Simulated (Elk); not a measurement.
# AlFe3: orders under volume

How does volume change the magnetic state of AlFe3?

Method: PBEsol; all-electron APW+lo, Dirac cores, scalar-relativistic bands, in Elk 11.2.3 (patched build).

**1. Starting point**

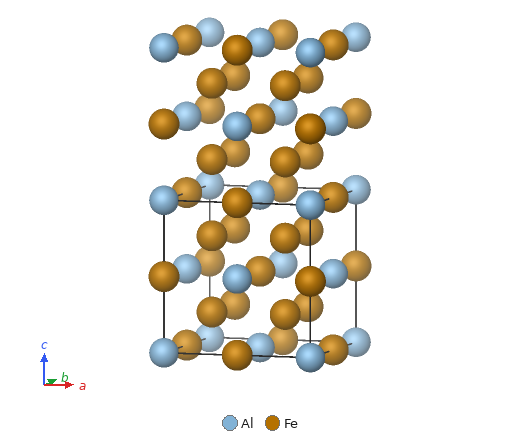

The cell as given, slightly off an axis (aluminium light blue, iron orange). 1×1×2 cells are drawn. This picture shows the conventional cell, with its axes. Some periodic images of atoms are drawn too.

The cell comes from a database of computed structures and need not be the stable phase.

**2. Factor 0.94, start ferro +++**

The series opens at one end, with each start in turn.

All lengths scale alike; the factor is that of the volume. Atoms keep their fractional places. The sphere radii are fixed at values that fit the tightest cell, so that all points share one basis rule.

Moments are seeded by fields in the spheres (the last three columns under atoms), set against the wanted direction and reduced each loop.

Input file elk.in:

```
! muffin-tin radii typed in the species files (bohr): Al 2.0893, Fe 2.2793
tasks
  0

xctype
  22

rgkmax
  7.0

nempty
  14

swidth
  0.003

reducebf
  0.5

epsengy
  1e-05

maxscl
  100

lmaxi
  2

spinpol
  .true.

sppath
  './'

avec
  0.00000000000 5.34453163358 5.34453163358
  5.34453163358 0.00000000000 5.34453163358
  5.34453163358 5.34453163358 0.00000000000

atoms
  2
  'Al.in'
  1
  0.0000000000 0.0000000000 0.0000000000   0.000000 0.000000 0.000000
  'Fe.in'
  3
  0.5000000000 0.5000000000 0.5000000000   0.000000 0.000000 -0.140000
  0.2500000000 0.2500000000 0.2500000000   0.000000 0.000000 -0.140000
  0.7500000000 0.7500000000 0.7500000000   0.000000 0.000000 -0.140000

ngridk
  8 8 8
```

Command:

```sh
$ OMP_NUM_THREADS=4 elk
```

Numbers of over 12 decimals in the logs are rounded to 6 here.

The log of the run:

```text
Warning(gndstate): core states of species 1 leak from the muffin-tin :   0.8907261085E-03

--- INFO.OUT ---
┌─────────────────────────┐
│ Elk code version 11.2.3 │
└─────────────────────────┘

All units are atomic (Hartree, Bohr, etc.)

┌─────────────────────────────────────────────────┐
│ Ground-state run starting from atomic densities │
└─────────────────────────────────────────────────┘

Lattice vectors :
   0.000000000       5.344531634       5.344531634
   5.344531634       0.000000000       5.344531634
   5.344531634       5.344531634       0.000000000

Species : 1 (Al)
 parameters loaded from : Al.in
 name : aluminium
 nuclear charge    :   -13.00000000
 electronic charge :    13.00000000
 atomic mass :    49184.33496
 muffin-tin radius :    2.089300000
 number of radial points in muffin-tin :    793
 inner part over the whole radius :   0.9976705480E-02
 number on inner part of muffin-tin    :    552
 approximate nuclear radius :   0.5839653600E-04
 number of mesh points to nuclear radius :    245
 atomic positions (lattice), magnetic fields (Cartesian) :
  1 :   0.00000000  0.00000000  0.00000000    0.00000000  0.00000000  0.00000000

Species : 2 (Fe)
 parameters loaded from : Fe.in
 name : iron
 nuclear charge    :   -26.00000000
 electronic charge :    26.00000000
 atomic mass :    101799.2075
 muffin-tin radius :    2.279300000
 number of radial points in muffin-tin :    993
 inner part over the whole radius :   0.9891682584E-02
 number on inner part of muffin-tin    :    699
 approximate nuclear radius :   0.7160107270E-04
 number of mesh points to nuclear radius :    333
 atomic positions (lattice), magnetic fields (Cartesian) :
  1 :   0.50000000  0.50000000  0.50000000    0.00000000  0.00000000 -0.14000000
  2 :   0.25000000  0.25000000  0.25000000    0.00000000  0.00000000 -0.14000000
  3 :  -0.25000000 -0.25000000 -0.25000000    0.00000000  0.00000000 -0.14000000

Total number of atoms per unit cell :    4
Total muffin-tin volume :    187.0063404
 ratio of muffin-tin to unit cell volume :   0.6124877117

Spin treatment :
 spin-polarised
 global magnetic field (Cartesian) :    0.000000000       0.000000000       0.000000000
 collinear magnetisation in z-direction

Number of Bravais lattice symmetries :   48
Number of crystal symmetries         :   48
Crystal has inversion symmetry
Real symmetric eigensolver will be used

k-point grid :      8     8     8
k-point offset :    0.000000000       0.000000000       0.000000000
k-point set is reduced with full crystal symmetry group
Total number of k-points :       29

Muffin-tin radius times maximum |G+k| :    7.000000000
 using average radius
Maximum |G+k| for APW functions       :    3.136481764
Maximum (1/2)|G+k|²                   :    4.918758927
Maximum |G| for potential and density :    12.00000000
Constant for pseudocharge density :    7
 order of it for each species :   14  14
 order of it for pair densities of each species (exact exchange by exxq0 0: 14) :    8  10
Radial integration step length :    1

G-vector grid sizes :     30    30    30
Number of G-vectors :     8873

Maximum angular momentum used for
 APW functions            :    8
 outer part of muffin-tin :    6
 inner part of muffin-tin :    2

Number of empty states         :     56
Total number of valence states :    170
Total number of core states    :     34

Third-order local-orbitals added for an l without core states : T
Total number of local-orbitals :     79

Exchange-correlation functional :     22     0     0
 PBEsol, Phys. Rev. Lett. 100, 136406 (2008)
 gradient requirement :    1
 generalised gradient approximation (GGA)

Smearing type :    3
 Fermi-Dirac
Smearing width :   0.3000000000E-02
Effective electronic temperature (K) :    947.3250744

Mixing type :    3
 Broyden mixing, J. Phys. A: Math. Gen. 17, L317 (1984)

Kohn-Sham potential initialised from atomic data

┌──────────────────────────────┐
│ Self-consistent loop started │
└──────────────────────────────┘

┌─────────────────┐
│ Loop number : 1 │
└─────────────────┘

Energies :
 Fermi                       :     0.257594
 sum of occupied eigenvalues :     -2338.7680637259
 electron kinetic            :      4104.0887639221
 core electron kinetic       :      3624.8331827003
 Coulomb                     :     -7979.6364044352
 Coulomb potential           :     -6203.5256322261
 nuclear-nuclear             :     -726.70411525787
 electron-nuclear            :     -8329.5963700910
 Hartree                     :      1076.6640809137
 Madelung                    :     -4877.8735883221
 xc potential                :     -238.98045807587
 xc effective B-field        :    -0.307208
 external B-field            :      0.000000
 exchange                    :     -177.48437779317
 correlation                 :     -4.733337
 electron entropic           :    -0.30114851658284E-02
 total energy                :     -4057.7683666480
 (external B-field energy excluded from total)

Density of states at Fermi energy :    103.5892526
 (states/Hartree/unit cell)

Estimated indirect band gap :   0.8775126676E-03
 from k-point 23 to k-point 4
Estimated direct band gap   :   0.2533290679E-02
 at k-point 19

Charges :
 core                        :    34.00000000
 valence                     :    57.00000000
 interstitial                :    5.019282221
 muffin-tins (core leakage)
  species : 1 (Al)
   atom 1                    :    11.18389867     (  0.9503125777E-03)
  species : 2 (Fe)
   atom 1                    :    24.87831820     ( -0.2228408462E-06)
   atom 2                    :    24.95925046     ( -0.2228405407E-06)
   atom 3                    :    24.95925046     ( -0.2228405407E-06)
 total in muffin-tins        :    85.98071778
 total calculated charge     :    90.99849701
 total charge                :    91.00000000
 error                       :   0.1502990223E-02

Moments :
 interstitial                :  -0.1450617511
 muffin-tins
  species : 1 (Al)
   atom 1                    :  -0.6587784690E-01
  species : 2 (Fe)
   atom 1                    :    2.361829304
   atom 2                    :    2.154744992
   atom 3                    :    2.154744992
 total in muffin-tins        :    6.605441440
 total moment                :    6.460379689

[... earlier loops left out ...]

┌──────────────────┐
│ Loop number : 26 │
└──────────────────┘

Energies :
 Fermi                       :     0.344120
 sum of occupied eigenvalues :     -2332.2855880216
 electron kinetic            :      4109.0826047954
 core electron kinetic       :      3625.2249815443
 Coulomb                     :     -7983.8307328765
 Coulomb potential           :     -6202.3923246512
 nuclear-nuclear             :     -726.70411525787
 electron-nuclear            :     -8339.1485229946
 Hartree                     :      1082.0219053760
 Madelung                    :     -4882.6345705509
 xc potential                :     -238.72997399734
 xc effective B-field        :    -0.245894
 external B-field            :      0.000000
 exchange                    :     -177.79974694358
 correlation                 :     -4.738623
 electron entropic           :    -0.30897805593991E-02
 total energy                :     -4057.2895874603
 (external B-field energy excluded from total)

Density of states at Fermi energy :    102.3176985
 (states/Hartree/unit cell)

Estimated indirect band gap :   0.2266851823E-03
 from k-point 16 to k-point 29
Estimated direct band gap   :   0.4851085399E-02
 at k-point 27

Charges :
 core                        :    34.00000000
 valence                     :    57.00000000
 interstitial                :    4.896419139
 muffin-tins (core leakage)
  species : 1 (Al)
   atom 1                    :    11.22593386     (  0.8907261085E-03)
  species : 2 (Fe)
   atom 1                    :    24.91862790     ( -0.2228412050E-06)
   atom 2                    :    24.97950955     ( -0.2228407485E-06)
   atom 3                    :    24.97950955     ( -0.2228407485E-06)
 total in muffin-tins        :    86.10358086
 total calculated charge     :    90.99855105
 total charge                :    91.00000000
 error                       :   0.1448945103E-02

Moments :
 interstitial                :  -0.1527702286
 muffin-tins
  species : 1 (Al)
   atom 1                    :  -0.6444069436E-01
  species : 2 (Fe)
   atom 1                    :    2.325054225
   atom 2                    :    1.767542476
   atom 3                    :    1.767542476
 total in muffin-tins        :    5.795698482
 total moment                :    5.642928254

┌──────────────────────────────┐
│ Self-consistent loop stopped │
└──────────────────────────────┘

Warning : core states of species 1 leak from the muffin-tin :   0.8907261085E-03

Wrote STATE.OUT
```

Elapsed: 2.5 min, on 4 threads of Arm Neoverse V1, shared host; peak memory 0.4 GiB.

Spin moment in the muffin-tin sphere by atom:

| atom | spin moment in the muffin-tin sphere (μB) |
| --- | --- |
| Al1 | -0.06 |
| Fe2 | 2.33 |
| Fe3 | 1.77 |
| Fe4 | 1.77 |

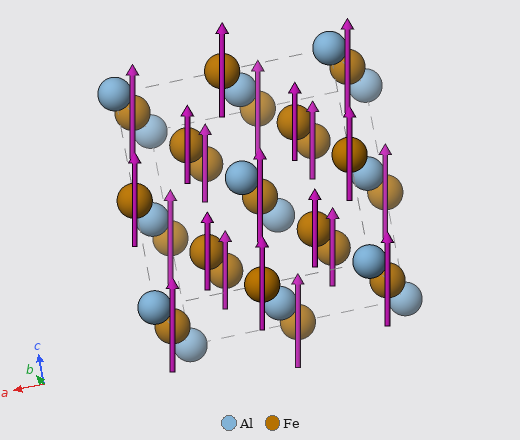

Spin moment in the muffin-tin sphere as arrows, the longest 2.33 μB. Up and down stand for the sign. Arrows give size and sign along the axis of quantisation, drawn up and down the page. Some periodic images of atoms are drawn too.

Read from the output:

```
density of states at the Fermi level : 3.760 states/eV/cell
moment between the spheres           : -0.1528 μB
magnetization                        : 5.643 μB
final state                          : ferromagnetic
```

After 26 cycles the largest moment stands at 2.33 μB.

**3. Factor 0.94, start ferri +--**

Changes to elk.in since step 2:

```diff
@@ -47,4 +47,4 @@
   0.5000000000 0.5000000000 0.5000000000   0.000000 0.000000 -0.140000
-  0.2500000000 0.2500000000 0.2500000000   0.000000 0.000000 -0.140000
-  0.7500000000 0.7500000000 0.7500000000   0.000000 0.000000 -0.140000
+  0.2500000000 0.2500000000 0.2500000000   0.000000 0.000000 0.140000
+  0.7500000000 0.7500000000 0.7500000000   0.000000 0.000000 0.140000
```

Command:

```sh
$ OMP_NUM_THREADS=4 elk
```

The log of the run:

```text
Warning(gndstate): core states of species 1 leak from the muffin-tin :   0.8907261279E-03

--- INFO.OUT ---
┌─────────────────────────┐
│ Elk code version 11.2.3 │
└─────────────────────────┘

All units are atomic (Hartree, Bohr, etc.)

┌─────────────────────────────────────────────────┐
│ Ground-state run starting from atomic densities │
└─────────────────────────────────────────────────┘

Lattice vectors :
   0.000000000       5.344531634       5.344531634
   5.344531634       0.000000000       5.344531634
[...]
error                       :   0.1448943967E-02

Moments :
 interstitial                :   0.1527711420
 muffin-tins
  species : 1 (Al)
   atom 1                    :   0.6444112227E-01
  species : 2 (Fe)
   atom 1                    :   -2.325059232
   atom 2                    :   -1.767549353
   atom 3                    :   -1.767549353
 total in muffin-tins        :   -5.795716815
 total moment                :   -5.642945673

┌──────────────────────────────┐
│ Self-consistent loop stopped │
└──────────────────────────────┘

Warning : core states of species 1 leak from the muffin-tin :   0.8907261279E-03

Wrote STATE.OUT

[key lines of the parts left out:]
total energy                :     -4057.2895845289
```

It took 2.5 min on 4 threads; peak memory 0.42 GiB; 9.1 min of CPU time.

Spin moment in the muffin-tin sphere by atom:

| atom | spin moment in the muffin-tin sphere (μB) |
| --- | --- |
| Al1 | 0.06 |
| Fe2 | -2.33 |
| Fe3 | -1.77 |
| Fe4 | -1.77 |

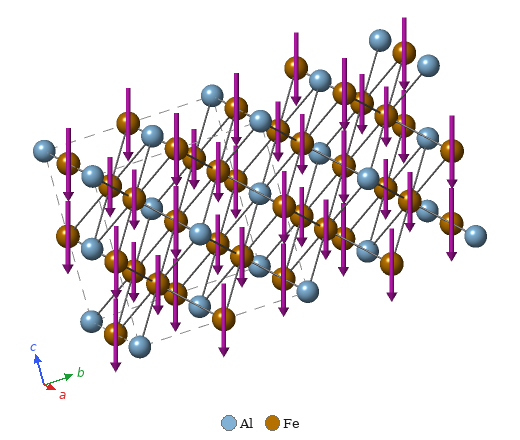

Spin moment in the muffin-tin sphere as arrows, the longest 2.33 μB. Up and down stand for the sign. Arrows give size and sign along the axis of quantisation, drawn up and down the page. 1×2×1 conventional cells are drawn. Some periodic images of atoms are drawn too.

Read from the output:

```
density of states at the Fermi level : 3.760 states/eV/cell
moment between the spheres           : 0.1528 μB
magnetization                        : -5.643 μB
final state                          : ferromagnetic
```

On 1 Fe atom the moment turned against its typed sign.

It lies level with the parallel start, and its largest moment is 2.33 μB against 2.33 μB.

**4. Factor 0.94, start no spin polarisation**

Input file elk.in:

```
! muffin-tin radii typed in the species files (bohr): Al 2.0893, Fe 2.2793
tasks
  0

xctype
  22

rgkmax
  7.0

nempty
  14

swidth
  0.003

epsengy
  1e-05

maxscl
  100

lmaxi
  2

sppath
  './'

avec
  0.00000000000 5.34453163358 5.34453163358
  5.34453163358 0.00000000000 5.34453163358
  5.34453163358 5.34453163358 0.00000000000

atoms
  2
  'Al.in'
  1
  0.0000000000 0.0000000000 0.0000000000   0.000000 0.000000 0.000000
  'Fe.in'
  3
  0.5000000000 0.5000000000 0.5000000000   0.000000 0.000000 0.000000
  0.2500000000 0.2500000000 0.2500000000   0.000000 0.000000 0.000000
  0.7500000000 0.7500000000 0.7500000000   0.000000 0.000000 0.000000

ngridk
  8 8 8
```

Command:

```sh
$ OMP_NUM_THREADS=4 elk
```

The log of the run:

```text
Warning(gndstate): core states of species 1 leak from the muffin-tin :   0.8883746520E-03

--- INFO.OUT ---
┌─────────────────────────┐
│ Elk code version 11.2.3 │
└─────────────────────────┘

All units are atomic (Hartree, Bohr, etc.)

┌─────────────────────────────────────────────────┐
│ Ground-state run starting from atomic densities │
└─────────────────────────────────────────────────┘

Lattice vectors :
   0.000000000       5.344531634       5.344531634
   5.344531634       0.000000000       5.344531634
[...]
species : 2 (Fe)
   atom 1                    :    24.92698515     ( -0.2228408515E-06)
   atom 2                    :    24.97943252     ( -0.2228410612E-06)
   atom 3                    :    24.97943252     ( -0.2228410612E-06)
 total in muffin-tins        :    86.10059976
 total calculated charge     :    90.99842748
 total charge                :    91.00000000
 error                       :   0.1572524773E-02

┌──────────────────────────────┐
│ Self-consistent loop stopped │
└──────────────────────────────┘

Warning : core states of species 1 leak from the muffin-tin :   0.8883746520E-03

Wrote STATE.OUT

[key lines of the parts left out:]
total energy                :     -4057.2609836456
```

Elapsed: 12 s, on 4 threads; peak memory 0.13 GiB; 41 s of CPU time.

Read from the output:

```
density of states at the Fermi level : 9.367 states/eV/cell
final state                          : non-magnetic (no spin polarisation)
```

It lies 259 meV a seeded atom over the parallel start.

**5. Factor 1.1, start ferro +++**

The other end of the series.

Input file elk.in:

```
! muffin-tin radii typed in the species files (bohr): Al 2.0893, Fe 2.2793
tasks
  0

xctype
  22

rgkmax
  7.0

nempty
  14

swidth
  0.003

reducebf
  0.5

epsengy
  1e-05

maxscl
  100

lmaxi
  2

spinpol
  .true.

sppath
  './'

avec
  0.00000000000 5.63202528362 5.63202528362
  5.63202528362 0.00000000000 5.63202528362
  5.63202528362 5.63202528362 0.00000000000

atoms
  2
  'Al.in'
  1
  0.0000000000 0.0000000000 0.0000000000   0.000000 0.000000 0.000000
  'Fe.in'
  3
  0.5000000000 0.5000000000 0.5000000000   0.000000 0.000000 -0.140000
  0.2500000000 0.2500000000 0.2500000000   0.000000 0.000000 -0.140000
  0.7500000000 0.7500000000 0.7500000000   0.000000 0.000000 -0.140000

ngridk
  8 8 8
```

Command:

```sh
$ OMP_NUM_THREADS=4 elk
```

The log of the run:

```text
Warning(gndstate): core states of species 1 leak from the muffin-tin :   0.8631117052E-03

--- INFO.OUT ---
┌─────────────────────────┐
│ Elk code version 11.2.3 │
└─────────────────────────┘

All units are atomic (Hartree, Bohr, etc.)

┌─────────────────────────────────────────────────┐
│ Ground-state run starting from atomic densities │
└─────────────────────────────────────────────────┘

Lattice vectors :
   0.000000000       5.632025284       5.632025284
   5.632025284       0.000000000       5.632025284
[...]
error                       :   0.1226905874E-02

Moments :
 interstitial                :  -0.2083187207
 muffin-tins
  species : 1 (Al)
   atom 1                    :  -0.7918101020E-01
  species : 2 (Fe)
   atom 1                    :    2.509004789
   atom 2                    :    2.272525014
   atom 3                    :    2.272525014
 total in muffin-tins        :    6.974873807
 total moment                :    6.766555086

┌──────────────────────────────┐
│ Self-consistent loop stopped │
└──────────────────────────────┘

Warning : core states of species 1 leak from the muffin-tin :   0.8631117052E-03

Wrote STATE.OUT

[key lines of the parts left out:]
total energy                :     -4057.2685732665
```

The job ended after 2.5 min (4 threads; peak memory 0.43 GiB).

Read from the output:

```
density of states at the Fermi level : 4.831 states/eV/cell
moment between the spheres           : -0.2083 μB
magnetization                        : 6.767 μB
final state                          : ferromagnetic
largest moment                       : 2.509 μB
```

After 26 cycles the largest moment stands at 2.51 μB.

**6. Another try**

An input with a fault is tried, to see how the program answers.

Changes to elk.in since step 2:

```diff
@@ -1,2 +1 @@
-! muffin-tin radii typed in the species files (bohr): Al 2.0893, Fe 2.2793
 tasks
@@ -23,3 +22,3 @@
 maxscl
-  100
+  60
 
@@ -35,5 +34,5 @@
 avec
-  0.00000000000 5.34453163358 5.34453163358
-  5.34453163358 0.00000000000 5.34453163358
-  5.34453163358 5.34453163358 0.00000000000
+  0.00000000000 5.45590794523 5.45590794523
+  5.45590794523 0.00000000000 5.45590794523
+  5.45590794523 5.45590794523 0.00000000000
 
@@ -51,2 +50,2 @@
 ngridk
-  8 8 8
+  0 0 0
```

Command:

```sh
$ OMP_NUM_THREADS=4 elk
```

The log of the run:

```text
┌─────────────────────────────────┐
│ Elk code version 11.2.3 started │
└─────────────────────────────────┘

Error(readinput): invalid ngridk : 0 0 0
```

Elapsed: 0.01 s, on 4 threads; peak memory 0.05 GiB.

The program refused the input before any cycle.

The program's message: “Error(readinput): invalid ngridk : 0 0 0”

The fault put into the input: a mesh of zeros.

Each count of the mesh must be at least 1.

**7. All points**

The largest sphere moment, ferro +++ = ferri +-- by volume:

| volume (factor) | largest sphere moment, ferro +++ = ferri +-- (μB) |
| --- | --- |
| 0.9400 | 2.33 |
| 0.9700 | 2.38 |
| 1.0000 | 2.42 |
| 1.0300 | 2.44 |
| 1.0600 | 2.47 |
| 1.1000 | 2.51 |

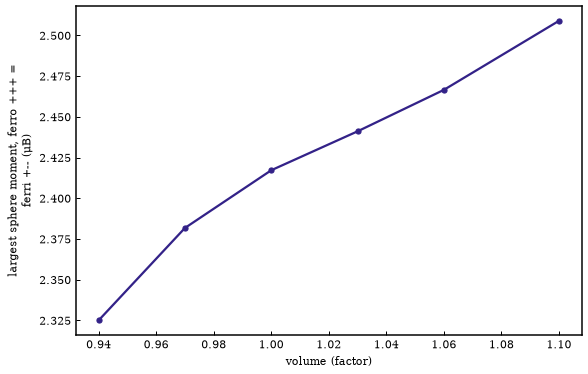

Largest sphere moment, ferro +++ = ferri +--, plotted against volume.

Table of energy less that of the parallel start by volume; values in meV a seeded atom:

| volume (factor) | ferri +-- | no spin polarisation |
| --- | --- | --- |
| 0.9400 | 0.0266 | 259 |
| 0.9700 | 0.00653 | 295 |
| 1.0000 | 0.0552 | 330 |
| 1.0300 | 0.0197 | 366 |
| 1.0600 | -0.0403 | 400 |
| 1.1000 | -0.0296 | 450 |

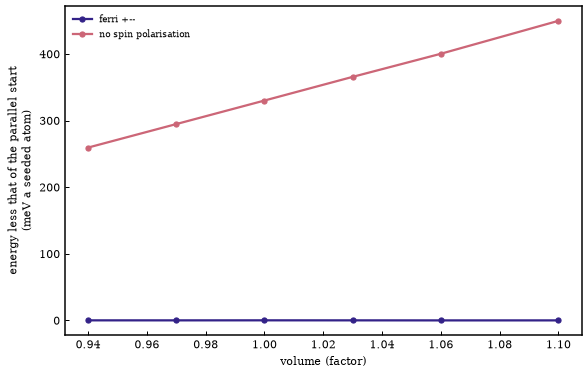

Energy less that of the parallel start, plotted against volume.

The energy over the lowest by volume; values in meV an atom:

| volume (factor) | ferro +++ | ferri +-- | no spin polarisation |
| --- | --- | --- | --- |
| 0.9400 | 0 | 0.0199 | 195 |
| 0.9700 | 4.49 | 4.50 | 226 |
| 1.0000 | 24.2 | 24.2 | 272 |
| 1.0300 | 51.4 | 51.4 | 326 |
| 1.0600 | 85.8 | 85.8 | 386 |
| 1.1000 | 143 | 143 | 480 |

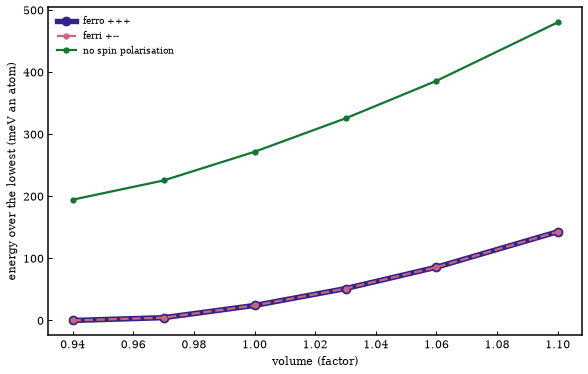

Energy over the lowest, plotted against volume.

**8. Summary of results**

| Item | Value |
| --- | --- |
| moment, parallel start | 2.33 to 2.51 μB |
| states met from spin-polarised starts | ferromagnetic |

The moment of the parallel start goes from 2.33 μB at 0.94 to 2.51 μB at 1.1. The total energy is lowest at an end of the series, so its minimum is not bracketed. The spinless run goes from 259 to 450 meV a seeded atom against the parallel start.

[Logs and program files are shortened in this print: banners, set-up blocks, solver, clock and traceback lines can be left out without a mark of their own.]

[Logs are printed without paths, hosts, clocks, repeated set-up lines and the standing remarks that a program may print on its own settings, such as how far it seeks lower states.]

[Hosts, paths, dates, database ids (printed as entryN), source tags and the programs' standing remarks are cut or masked in the printed files.]

[Where a cell is said to come from a database of computed structures, the database is the Materials Project.]
